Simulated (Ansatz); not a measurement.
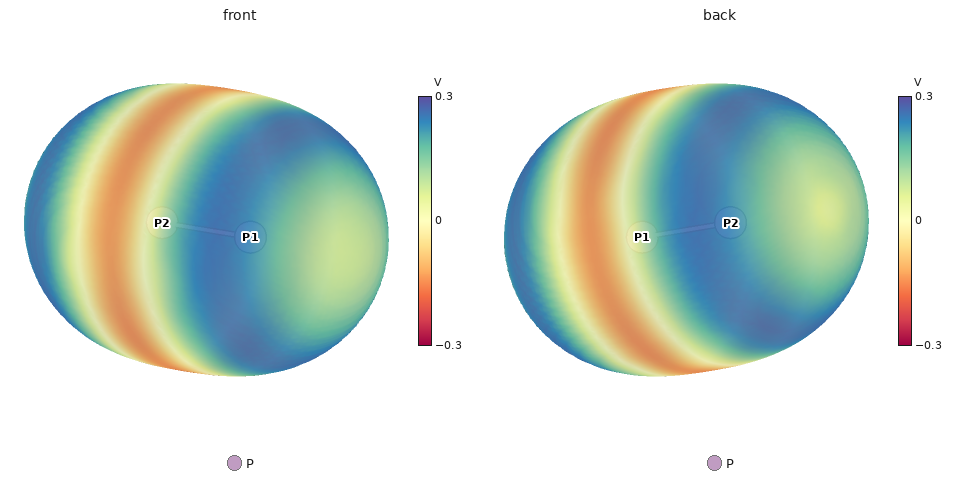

Figure. P2 (SMILES P#P). The molecular electrostatic potential painted on the density surface at 0.001 e/bohr³, seen from the front and from behind; red is negative and blue positive.

Geometry: B3LYP/6-31G*.

The calculation used isolated molecule in a Gaussian basis; Kohn-Sham density functional theory, functional PBE0 (Ansatz).

> Which sites attract a positive test charge, and which a negative one?

A positive charge is drawn to the negative regions and a negative charge to the positive ones. The surface potential is weak everywhere (between −0.1 and +0.3 V): the molecule has no strongly electron-rich or electron-poor site.
